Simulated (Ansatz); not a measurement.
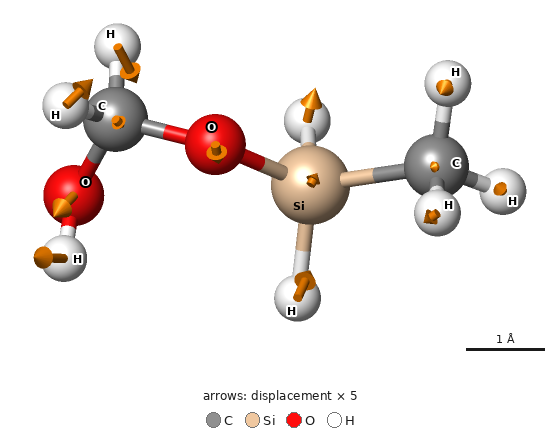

This is a relaxation of C2H8O2Si. The starting structure is drawn; orange arrows show the displacements, 5 times their true length. The two geometries are superimposed by the best rigid fit.

The picture is a ball-and-stick view, seen at a tilt.

The start comes from PBE-D4/def2-SVP.

Theory: RKS PBE0-D4/def2-TZVP in Ansatz 0.2.0. Settings: force threshold 0.005 eV/Å; at most 150 steps.

Question: Describe the change and its energy.

Answer: An H atom moves most after the best rigid fit: 0.15 Å. Largest moves by element: H 0.15 Å, O 0.11 Å, C 0.04 Å, Si 0.04 Å. Near-neighbour distances that change, for instance: O–Si 1.700 → 1.659 Å, C–H 1.116 → 1.096 Å, C–Si 1.876 → 1.857 Å, H–Si 1.507 → 1.488 Å. After 8 geometry steps the energy has fallen by 7.09 kJ/mol. The largest force component goes from 0.71 to 0.0045 eV/Å.
